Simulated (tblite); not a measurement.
Geometry relaxation of BSi$_{2}$H$_{4}$ClF$_{2}$

System: BSi$_{2}$H$_{4}$ClF$_{2}$.
Method: GFN2-xTB geometry optimisation, gas phase (tblite 0.8.0).

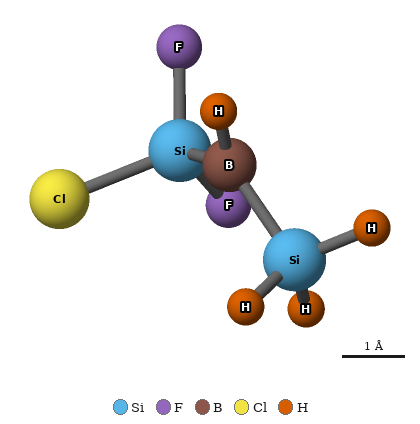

**Figure 1.** The structure as given in the input (ball-and-stick view, seen at a tilt). Bond lengths as drawn: B–H 1.20 Å, B–Si 1.94 Å, Cl–Si 2.10 Å, F–Si 1.68 to 1.69 Å and H–Si 1.44 to 1.46 Å.

### Summary

| quantity | value |
| --- | --- |
| outcome | converged |
| total energy | −568.0998 eV |
| hardware | 1 CPU thread, shared host |
| wall time | 2.1 s |
| peak memory | 0.18 GiB |

### Input
```
{"job": {"kind": "relax", "xc": "GFN2-xTB", "basis": "xTB"}, "charge": 0, "multiplicity": 1}
Si    -1.671827    -0.125980    -0.077632
F     -1.787999    -0.764343     1.474589
F     -2.546668    -1.007387    -1.228486
B      0.154085    -0.051041    -0.726602
Si     1.732250     0.011984     0.392841
Cl    -2.342035     1.858032     0.058559
H      0.321904    -0.034030    -1.911501
H      1.255560    -0.184642     1.746987
H      2.626116    -1.047331    -0.063020
H      2.295564     1.337707     0.286512
```

The first line tells a small driver script what to run in tblite; the rest is the geometry in Å.

Launch command:
```bash
OMP_NUM_THREADS=1 python <driver script> task.json out
```

### Log
```
step      E/eV     max force
  0    -567.56020    1.804
  1    -567.68775    1.432
  2    -567.86395    1.575
  3    -567.91069    0.692
  4    -567.96341    0.706
  5    -567.99844    0.758
  6    -568.03903    0.806
  7    -568.05788    0.425
  8    -568.06714    0.250
  9    -568.07334    0.263
 10    -568.08045    0.267
 11    -568.08475    0.170
 12    -568.08772    0.133
 13    -568.09009    0.155
 14    -568.09235    0.178
 15    -568.09417    0.133
 16    -568.09513    0.080
 17    -568.09571    0.079
 18    -568.09635    0.092
 19    -568.09714    0.120
 20    -568.09787    0.100
 21    -568.09827    0.046
 22    -568.09841    0.026
 23    -568.09849    0.028
 24    -568.09862    0.036
 25    -568.09877    0.039
 26    -568.09890    0.028
 27    -568.09896    0.020
 28    -568.09901    0.024
 29    -568.09908    0.035
 30    -568.09919    0.049
 31    -568.09932    0.046
 32    -568.09940    0.024
 33    -568.09944    0.016
 34    -568.09947    0.016
 35    -568.09952    0.026
 36    -568.09958    0.032
 37    -568.09962    0.022
 38    -568.09965    0.013
 39    -568.09966    0.011
 40    -568.09968    0.016
 41    -568.09971    0.024
 42    -568.09975    0.022
 43    -568.09976    0.011
 44    -568.09977    0.009
 45    -568.09978    0.010
 46    -568.09979    0.014
 47    -568.09981    0.016
 48    -568.09982    0.009
 49    -568.09983    0.004
```

### Trajectory as extended XYZ (Å, eV, eV/Å), 26 frames, from step=0 to step=49
```
10
Properties=species:S:1:pos:R:3:forces:R:3 step=0 energy=-567.56020
Si   -1.6718   -0.1260   -0.0776   -0.1200  -0.0950  -0.0590
F    -1.7880   -0.7643    1.4746   -0.3310   0.4520  -1.6310
F    -2.5467   -1.0074   -1.2285    0.4120   0.7950   1.5660
B     0.1541   -0.0510   -0.7266   -0.4340  -0.1210  -1.0320
Si    1.7322    0.0120    0.3928   -0.5530  -0.2100  -0.1210
Cl   -2.3420    1.8580    0.0586    0.0130  -1.0770  -0.0040
H     0.3219   -0.0340   -1.9115   -0.1420   0.0350   0.5080
H     1.2556   -0.1846    1.7470    0.3480  -0.1060   0.5360
H     2.6261   -1.0473   -0.0630    0.3470  -0.0360   0.1780
H     2.2956    1.3377    0.2865    0.4590   0.3640   0.0580
10
Properties=species:S:1:pos:R:3:forces:R:3 step=2 energy=-567.86395
Si   -1.6680   -0.1212   -0.0880    1.0370   1.1280  -0.3670
F    -1.8145   -0.7383    1.3685   -0.4180  -0.4280   0.3580
F    -2.5273   -0.9586   -1.1229   -0.9150  -0.5330  -0.0850
B     0.1261   -0.0598   -0.7751    0.1540  -0.0530   0.6570
Si    1.6956    0.0046    0.3826   -0.0020   0.1540   0.0160
Cl   -2.3434    1.7836    0.0587   -0.2360  -0.1480   0.0290
H     0.3136   -0.0311   -1.8967    0.0360   0.0470  -0.9410
H     1.2820   -0.1921    1.7821    0.3280  -0.0380   0.0240
H     2.6489   -1.0470   -0.0484    0.0040   0.2210   0.2420
H     2.3239    1.3529    0.2915    0.0130  -0.3510   0.0670
10
Properties=species:S:1:pos:R:3:forces:R:3 step=4 energy=-567.96341
Si   -1.6360   -0.0836   -0.1029   -0.2560  -0.2480  -0.0220
F    -1.8373   -0.7485    1.3544   -0.1980  -0.0960  -0.2490
F    -2.5573   -0.9658   -1.0974   -0.2470   0.0160   0.3940
B     0.1339   -0.0632   -0.7720    0.5630   0.0310  -0.4260
Si    1.6897    0.0078    0.3834    0.2020   0.0220   0.1650
Cl   -2.3554    1.7653    0.0601   -0.3390   0.3310   0.0450
H     0.3120   -0.0288   -1.9248   -0.0260   0.0010  -0.1500
H     1.3026   -0.1953    1.7905    0.2730  -0.0190  -0.0100
H     2.6538   -1.0369   -0.0344    0.0050   0.1830   0.2040
H     2.3311    1.3420    0.2954    0.0210  -0.2220   0.0480
10
Properties=species:S:1:pos:R:3:forces:R:3 step=6 energy=-568.03903
Si   -1.6122   -0.0569   -0.1241   -0.5030  -0.6280   0.0510
F    -1.8802   -0.7637    1.3078    0.0560   0.0210  -0.2110
F    -2.6074   -0.9672   -1.0281    0.0290   0.1520   0.2230
B     0.1703   -0.0658   -0.8011   -0.0040   0.0960  -0.4680
Si    1.6919    0.0109    0.3939    0.1840  -0.1190   0.1110
Cl   -2.3937    1.7582    0.0649   -0.2590   0.4460   0.0200
H     0.3091   -0.0258   -1.9681    0.0990  -0.0320   0.1030
H     1.3487   -0.2013    1.8051    0.1230  -0.0070   0.0340
H     2.6647   -1.0138   -0.0020    0.1620  -0.0280   0.1050
H     2.3459    1.3183    0.3040    0.1140   0.1000   0.0320
10
Properties=species:S:1:pos:R:3:forces:R:3 step=8 energy=-568.06714
Si   -1.6193   -0.0651   -0.1320   -0.1210   0.0650  -0.0220
F    -1.8938   -0.7714    1.2872    0.0830  -0.0620   0.0730
F    -2.6307   -0.9655   -0.9979   -0.1850  -0.0620  -0.0910
B     0.1799   -0.0622   -0.8241   -0.2370   0.0760   0.0250
Si    1.6995    0.0080    0.4006   -0.0010  -0.0350  -0.0840
Cl   -2.4188    1.7731    0.0672   -0.0510   0.0510  -0.0270
H     0.3141   -0.0261   -1.9853    0.1360  -0.0200  -0.0210
H     1.3716   -0.2040    1.8125    0.0570  -0.0110   0.0570
H     2.6777   -1.0074    0.0151    0.2150  -0.1090   0.0590
H     2.3568    1.3136    0.3090    0.1030   0.1090   0.0310
10
Properties=species:S:1:pos:R:3:forces:R:3 step=10 energy=-568.08045
Si   -1.6373   -0.0683   -0.1362   -0.0170   0.2620  -0.0530
F    -1.8918   -0.7796    1.2844    0.0720  -0.0300   0.0430
F    -2.6549   -0.9693   -0.9926   -0.1800  -0.0520  -0.0850
B     0.1690   -0.0541   -0.8338   -0.0930   0.0190   0.2110
Si    1.7054    0.0040    0.3980   -0.0230   0.0310  -0.1010
Cl   -2.4349    1.7877    0.0661    0.0280  -0.1690  -0.0370
H     0.3272   -0.0280   -1.9930    0.0670  -0.0040   0.0040
H     1.3861   -0.2057    1.8181    0.0500   0.0010  -0.0550
H     2.6995   -1.0125    0.0275    0.0830  -0.0060   0.0550
H     2.3686    1.3187    0.3136    0.0130  -0.0520   0.0200
10
Properties=species:S:1:pos:R:3:forces:R:3 step=12 energy=-568.08772
Si   -1.6526   -0.0603   -0.1418   -0.0420   0.0040  -0.0500
F    -1.8863   -0.7848    1.2809    0.0720   0.0380  -0.0610
F    -2.6783   -0.9715   -0.9901   -0.0520   0.0640   0.0070
B     0.1578   -0.0479   -0.8322    0.0620  -0.0160   0.0930
Si    1.7082    0.0022    0.3916    0.0190   0.0060  -0.0120
Cl   -2.4448    1.7878    0.0634   -0.0270  -0.0810  -0.0210
H     0.3387   -0.0295   -1.9944   -0.0120   0.0010   0.1330
H     1.3989   -0.2067    1.8183    0.0400   0.0100  -0.1210
H     2.7179   -1.0152    0.0390   -0.0320   0.0790   0.0370
H     2.3774    1.3191    0.3176   -0.0290  -0.1070  -0.0040
10
Properties=species:S:1:pos:R:3:forces:R:3 step=14 energy=-568.09235
Si   -1.6620   -0.0545   -0.1490    0.0190  -0.1750  -0.0310
F    -1.8779   -0.7848    1.2746    0.0540   0.0400  -0.0620
F    -2.6954   -0.9681   -0.9887   -0.0030   0.0920   0.0210
B     0.1546   -0.0460   -0.8236    0.0520  -0.0310  -0.0220
Si    1.7102    0.0015    0.3867    0.0140  -0.0330   0.0320
Cl   -2.4520    1.7808    0.0603   -0.0970   0.0750  -0.0070
H     0.3441   -0.0302   -1.9853   -0.0290   0.0020   0.1310
H     1.4087   -0.2067    1.8102    0.0100  -0.0020  -0.0290
H     2.7261   -1.0113    0.0477   -0.0240   0.0510  -0.0060
H     2.3806    1.3122    0.3194    0.0040  -0.0200  -0.0270
10
Properties=species:S:1:pos:R:3:forces:R:3 step=16 energy=-568.09513
Si   -1.6660   -0.0573   -0.1560    0.0430  -0.0280  -0.0050
F    -1.8694   -0.7837    1.2681    0.0280  -0.0070   0.0090
F    -2.7095   -0.9618   -0.9875   -0.0250   0.0440  -0.0200
B     0.1552   -0.0466   -0.8173   -0.0010  -0.0390  -0.0030
Si    1.7122   -0.0003    0.3849   -0.0050  -0.0100   0.0310
Cl   -2.4628    1.7798    0.0576   -0.0620   0.0230  -0.0180
H     0.3466   -0.0305   -1.9740   -0.0070   0.0040   0.0110
H     1.4164   -0.2070    1.8040   -0.0170  -0.0160   0.0760
H     2.7311   -1.0060    0.0534    0.0210  -0.0110  -0.0430
H     2.3833    1.3063    0.3190    0.0250   0.0410  -0.0390
10
Properties=species:S:1:pos:R:3:forces:R:3 step=18 energy=-568.09635
Si   -1.6656   -0.0601   -0.1591   -0.0160   0.0890   0.0160
F    -1.8641   -0.7839    1.2661    0.0160  -0.0230   0.0280
F    -2.7171   -0.9560   -0.9881   -0.0240   0.0220  -0.0260
B     0.1556   -0.0495   -0.8151    0.0060  -0.0280   0.0330
Si    1.7131   -0.0016    0.3867    0.0170   0.0160   0.0380
Cl   -2.4716    1.7808    0.0551   -0.0100  -0.0630  -0.0270
H     0.3474   -0.0304   -1.9692    0.0090   0.0010  -0.0510
H     1.4185   -0.2083    1.8069   -0.0110  -0.0120   0.0590
H     2.7347   -1.0045    0.0528    0.0120  -0.0100  -0.0380
H     2.3861    1.3066    0.3161    0.0010   0.0060  -0.0320
10
Properties=species:S:1:pos:R:3:forces:R:3 step=20 energy=-568.09787
Si   -1.6663   -0.0588   -0.1618   -0.0600   0.0740   0.0310
F    -1.8551   -0.7853    1.2644    0.0010  -0.0160   0.0070
F    -2.7282   -0.9449   -0.9904    0.0130   0.0190  -0.0030
B     0.1572   -0.0560   -0.8104    0.0130   0.0110   0.0140
Si    1.7157   -0.0026    0.3927    0.0320   0.0090   0.0300
Cl   -2.4850    1.7773    0.0496    0.0120  -0.0650  -0.0200
H     0.3485   -0.0303   -1.9650    0.0200  -0.0120  -0.0370
H     1.4204   -0.2110    1.8154    0.0140   0.0030   0.0000
H     2.7399   -1.0029    0.0485   -0.0160   0.0120  -0.0110
H     2.3898    1.3074    0.3092   -0.0290  -0.0340  -0.0110
10
Properties=species:S:1:pos:R:3:forces:R:3 step=22 energy=-568.09841
Si   -1.6682   -0.0556   -0.1614   -0.0010  -0.0040   0.0140
F    -1.8522   -0.7864    1.2638   -0.0050  -0.0090  -0.0020
F    -2.7311   -0.9400   -0.9911    0.0200   0.0140   0.0010
B     0.1582   -0.0577   -0.8084   -0.0030   0.0240  -0.0070
Si    1.7176   -0.0028    0.3960   -0.0040  -0.0120   0.0010
Cl   -2.4894    1.7735    0.0468   -0.0150   0.0060  -0.0060
H     0.3497   -0.0308   -1.9648    0.0160  -0.0170   0.0070
H     1.4218   -0.2118    1.8186    0.0210   0.0060  -0.0030
H     2.7408   -1.0017    0.0464   -0.0100   0.0050  -0.0030
H     2.3898    1.3063    0.3063   -0.0190  -0.0140  -0.0020
10
Properties=species:S:1:pos:R:3:forces:R:3 step=24 energy=-568.09862
Si   -1.6689   -0.0543   -0.1600    0.0350  -0.0100  -0.0020
F    -1.8523   -0.7878    1.2638   -0.0040  -0.0080   0.0020
F    -2.7301   -0.9382   -0.9912    0.0080   0.0020  -0.0070
B     0.1582   -0.0558   -0.8084   -0.0090   0.0110   0.0030
Si    1.7178   -0.0036    0.3967   -0.0290  -0.0100  -0.0170
Cl   -2.4913    1.7728    0.0458   -0.0240   0.0260   0.0020
H     0.3515   -0.0325   -1.9649    0.0090  -0.0130   0.0160
H     1.4240   -0.2115    1.8190    0.0160   0.0010   0.0120
H     2.7401   -1.0011    0.0458    0.0040  -0.0100  -0.0070
H     2.3880    1.3047    0.3056   -0.0040   0.0100  -0.0020
10
Properties=species:S:1:pos:R:3:forces:R:3 step=26 energy=-568.09890
Si   -1.6683   -0.0526   -0.1579    0.0210   0.0140  -0.0120
F    -1.8515   -0.7904    1.2638   -0.0040   0.0000  -0.0020
F    -2.7288   -0.9336   -0.9924    0.0020  -0.0130  -0.0110
B     0.1579   -0.0528   -0.8075   -0.0020  -0.0130   0.0150
Si    1.7165   -0.0057    0.3976   -0.0180   0.0040  -0.0150
Cl   -2.4975    1.7729    0.0435   -0.0150   0.0160   0.0100
H     0.3551   -0.0360   -1.9631   -0.0030  -0.0050   0.0100
H     1.4289   -0.2111    1.8213    0.0100  -0.0030   0.0110
H     2.7397   -1.0007    0.0436    0.0060  -0.0170  -0.0060
H     2.3850    1.3029    0.3034    0.0030   0.0200   0.0000
10
Properties=species:S:1:pos:R:3:forces:R:3 step=28 energy=-568.09901
Si   -1.6676   -0.0514   -0.1577   -0.0170   0.0160  -0.0050
F    -1.8508   -0.7912    1.2634   -0.0030   0.0070  -0.0120
F    -2.7279   -0.9319   -0.9936    0.0110  -0.0090  -0.0040
B     0.1577   -0.0527   -0.8062    0.0030  -0.0140   0.0060
Si    1.7155   -0.0063    0.3976    0.0160   0.0050   0.0050
Cl   -2.5009    1.7735    0.0430   -0.0050   0.0010   0.0110
H     0.3563   -0.0377   -1.9614   -0.0050  -0.0050   0.0020
H     1.4311   -0.2112    1.8228    0.0110  -0.0020  -0.0040
H     2.7396   -1.0013    0.0421   -0.0070  -0.0060  -0.0010
H     2.3840    1.3033    0.3022   -0.0030   0.0070   0.0010
10
Properties=species:S:1:pos:R:3:forces:R:3 step=30 energy=-568.09919
Si   -1.6679   -0.0480   -0.1581   -0.0390  -0.0020   0.0040
F    -1.8509   -0.7913    1.2616   -0.0040   0.0150  -0.0160
F    -2.7251   -0.9316   -0.9958    0.0180   0.0030   0.0020
B     0.1577   -0.0541   -0.8038    0.0010   0.0000  -0.0100
Si    1.7154   -0.0065    0.3976    0.0420  -0.0010   0.0240
Cl   -2.5056    1.7750    0.0441    0.0000  -0.0090   0.0090
H     0.3571   -0.0406   -1.9588   -0.0060  -0.0080  -0.0020
H     1.4354   -0.2116    1.8242    0.0110   0.0000  -0.0130
H     2.7387   -1.0032    0.0401   -0.0150   0.0100   0.0030
H     2.3822    1.3049    0.3012   -0.0070  -0.0090   0.0000
10
Properties=species:S:1:pos:R:3:forces:R:3 step=32 energy=-568.09940
Si   -1.6700   -0.0423   -0.1585   -0.0130  -0.0140   0.0000
F    -1.8519   -0.7912    1.2582   -0.0080   0.0160  -0.0010
F    -2.7203   -0.9313   -0.9990    0.0060   0.0070  -0.0060
B     0.1575   -0.0553   -0.8008   -0.0020   0.0150  -0.0090
Si    1.7173   -0.0070    0.3986    0.0190  -0.0040   0.0130
Cl   -2.5133    1.7770    0.0462   -0.0010  -0.0100   0.0070
H     0.3585   -0.0459   -1.9556   -0.0080  -0.0100  -0.0020
H     1.4435   -0.2121    1.8257    0.0050  -0.0010  -0.0020
H     2.7368   -1.0055    0.0376   -0.0010   0.0100   0.0020
H     2.3789    1.3066    0.2998    0.0020  -0.0080  -0.0010
10
Properties=species:S:1:pos:R:3:forces:R:3 step=34 energy=-568.09947
Si   -1.6709   -0.0415   -0.1586    0.0120  -0.0030  -0.0050
F    -1.8528   -0.7906    1.2575   -0.0100   0.0090   0.0100
F    -2.7192   -0.9310   -1.0001   -0.0050  -0.0010  -0.0140
B     0.1574   -0.0545   -0.8005    0.0010   0.0100   0.0040
Si    1.7185   -0.0073    0.3994   -0.0110   0.0010  -0.0060
Cl   -2.5154    1.7769    0.0471   -0.0030  -0.0070   0.0060
H     0.3586   -0.0477   -1.9553   -0.0080  -0.0070  -0.0010
H     1.4459   -0.2122    1.8261    0.0020  -0.0030   0.0080
H     2.7365   -1.0054    0.0372    0.0120   0.0000  -0.0020
H     2.3782    1.3064    0.2995    0.0100   0.0010  -0.0010
10
Properties=species:S:1:pos:R:3:forces:R:3 step=36 energy=-568.09958
Si   -1.6716   -0.0409   -0.1594    0.0170   0.0110  -0.0030
F    -1.8550   -0.7881    1.2572   -0.0090  -0.0020   0.0120
F    -2.7178   -0.9303   -1.0032   -0.0060  -0.0050  -0.0120
B     0.1575   -0.0526   -0.7997    0.0030  -0.0070   0.0120
Si    1.7198   -0.0077    0.4003   -0.0260   0.0070  -0.0170
Cl   -2.5188    1.7758    0.0491   -0.0040  -0.0020   0.0020
H     0.3575   -0.0513   -1.9547   -0.0030  -0.0020   0.0000
H     1.4496   -0.2129    1.8274    0.0000  -0.0030   0.0070
H     2.7373   -1.0051    0.0364    0.0140  -0.0040  -0.0030
H     2.3785    1.3062    0.2987    0.0130   0.0050   0.0010
10
Properties=species:S:1:pos:R:3:forces:R:3 step=38 energy=-568.09965
Si   -1.6718   -0.0396   -0.1602   -0.0010   0.0040   0.0070
F    -1.8572   -0.7859    1.2570   -0.0080  -0.0050   0.0040
F    -2.7160   -0.9298   -1.0068    0.0040   0.0030  -0.0020
B     0.1576   -0.0519   -0.7981   -0.0020  -0.0120   0.0020
Si    1.7200   -0.0076    0.4005   -0.0040   0.0030  -0.0050
Cl   -2.5224    1.7750    0.0512   -0.0040   0.0020  -0.0020
H     0.3564   -0.0548   -1.9534    0.0020   0.0010   0.0010
H     1.4532   -0.2137    1.8288   -0.0010   0.0000  -0.0050
H     2.7381   -1.0053    0.0352    0.0030   0.0060   0.0000
H     2.3790    1.3066    0.2980    0.0090  -0.0020   0.0030
10
Properties=species:S:1:pos:R:3:forces:R:3 step=40 energy=-568.09968
Si   -1.6720   -0.0388   -0.1599   -0.0110  -0.0070   0.0090
F    -1.8586   -0.7855    1.2572   -0.0070  -0.0020  -0.0030
F    -2.7148   -0.9294   -1.0082    0.0090   0.0080   0.0030
B     0.1575   -0.0529   -0.7973   -0.0060  -0.0050  -0.0070
Si    1.7197   -0.0073    0.4001    0.0150  -0.0020   0.0060
Cl   -2.5239    1.7750    0.0518   -0.0030   0.0020  -0.0030
H     0.3561   -0.0559   -1.9527    0.0010  -0.0010   0.0010
H     1.4543   -0.2139    1.8288   -0.0010   0.0010  -0.0100
H     2.7386   -1.0049    0.0346   -0.0030   0.0110   0.0010
H     2.3799    1.3067    0.2979    0.0040  -0.0060   0.0020
10
Properties=species:S:1:pos:R:3:forces:R:3 step=42 energy=-568.09975
Si   -1.6727   -0.0377   -0.1586   -0.0080  -0.0090   0.0040
F    -1.8625   -0.7849    1.2579   -0.0050  -0.0020  -0.0070
F    -2.7124   -0.9281   -1.0111    0.0050   0.0050   0.0060
B     0.1569   -0.0546   -0.7964   -0.0030   0.0070  -0.0040
Si    1.7201   -0.0068    0.3995    0.0200  -0.0040   0.0080
Cl   -2.5272    1.7748    0.0526    0.0000   0.0020  -0.0040
H     0.3558   -0.0583   -1.9519   -0.0030  -0.0030   0.0040
H     1.4565   -0.2145    1.8282   -0.0040   0.0020  -0.0060
H     2.7399   -1.0030    0.0339   -0.0010   0.0050  -0.0020
H     2.3826    1.3060    0.2980   -0.0010  -0.0030   0.0000
10
Properties=species:S:1:pos:R:3:forces:R:3 step=44 energy=-568.09977
Si   -1.6733   -0.0377   -0.1579    0.0030   0.0020   0.0000
F    -1.8645   -0.7847    1.2582   -0.0050  -0.0050  -0.0030
F    -2.7116   -0.9274   -1.0121   -0.0020  -0.0010   0.0020
B     0.1566   -0.0546   -0.7961    0.0030   0.0050   0.0060
Si    1.7210   -0.0068    0.3996    0.0030   0.0000  -0.0020
Cl   -2.5286    1.7747    0.0527    0.0020   0.0010  -0.0030
H     0.3554   -0.0595   -1.9516   -0.0040  -0.0020   0.0040
H     1.4573   -0.2146    1.8279   -0.0040   0.0010   0.0000
H     2.7408   -1.0019    0.0335    0.0060  -0.0040  -0.0040
H     2.3837    1.3055    0.2980    0.0000   0.0030  -0.0010
10
Properties=species:S:1:pos:R:3:forces:R:3 step=46 energy=-568.09979
Si   -1.6736   -0.0375   -0.1574    0.0070   0.0090  -0.0020
F    -1.8665   -0.7852    1.2579   -0.0040  -0.0060   0.0020
F    -2.7111   -0.9269   -1.0126   -0.0050  -0.0040  -0.0020
B     0.1566   -0.0539   -0.7953    0.0060   0.0000   0.0110
Si    1.7224   -0.0069    0.3996   -0.0110   0.0040  -0.0080
Cl   -2.5294    1.7748    0.0524    0.0020   0.0000  -0.0030
H     0.3547   -0.0607   -1.9508   -0.0030   0.0000   0.0020
H     1.4573   -0.2146    1.8276   -0.0020  -0.0010   0.0030
H     2.7420   -1.0016    0.0328    0.0070  -0.0070  -0.0040
H     2.3845    1.3055    0.2980    0.0020   0.0050   0.0000
10
Properties=species:S:1:pos:R:3:forces:R:3 step=48 energy=-568.09982
Si   -1.6739   -0.0367   -0.1565    0.0020   0.0030  -0.0010
F    -1.8700   -0.7862    1.2575   -0.0010  -0.0030   0.0020
F    -2.7099   -0.9263   -1.0136   -0.0030  -0.0020  -0.0020
B     0.1568   -0.0535   -0.7932    0.0020  -0.0030   0.0040
Si    1.7240   -0.0067    0.3992   -0.0080   0.0030  -0.0030
Cl   -2.5307    1.7752    0.0518    0.0030   0.0000  -0.0020
H     0.3534   -0.0627   -1.9489   -0.0010   0.0010   0.0000
H     1.4574   -0.2147    1.8270    0.0030  -0.0010   0.0020
H     2.7439   -1.0012    0.0312    0.0010  -0.0010  -0.0010
H     2.3859    1.3059    0.2979    0.0010   0.0020   0.0000
10
Properties=species:S:1:pos:R:3:forces:R:3 step=49 energy=-568.09983
Si   -1.6739   -0.0365   -0.1564    0.0000  -0.0010   0.0000
F    -1.8703   -0.7864    1.2575   -0.0010  -0.0010   0.0000
F    -2.7097   -0.9263   -1.0137   -0.0010   0.0000  -0.0010
B     0.1568   -0.0537   -0.7929    0.0000  -0.0010   0.0010
Si    1.7240   -0.0066    0.3990   -0.0020   0.0010   0.0000
Cl   -2.5309    1.7753    0.0518    0.0030   0.0000  -0.0020
H     0.3533   -0.0628   -1.9487   -0.0010   0.0010   0.0000
H     1.4575   -0.2147    1.8269    0.0040  -0.0010   0.0010
H     2.7441   -1.0012    0.0310   -0.0010   0.0010   0.0000
H     2.3861    1.3060    0.2979    0.0000   0.0010   0.0000
```
